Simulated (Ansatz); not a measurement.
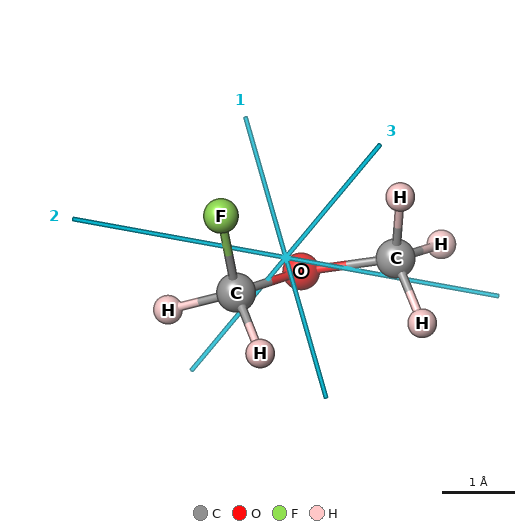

The three principal axes of inertia are drawn and numbered. Distant atoms are faded towards the background colour. Computed geometry: PBE-D4/def2-SVP optimisation. No frequency run is at hand to confirm it as a minimum. Masses are those of the most abundant isotopes; constants are for the rigid equilibrium geometry.

### Which line is the a axis (least moment of inertia), which b and which c?

a is line 2, b is line 3, c is line 1; the moments are 28.7, 91.2, 107 u Å².

### Classify the rotor and give the rotational constants (MHz).

An asymmetric top (C1): A = 17626, B = 5543, C = 4740 MHz. Ray's parameter κ is −0.88, close to the prolate limit.
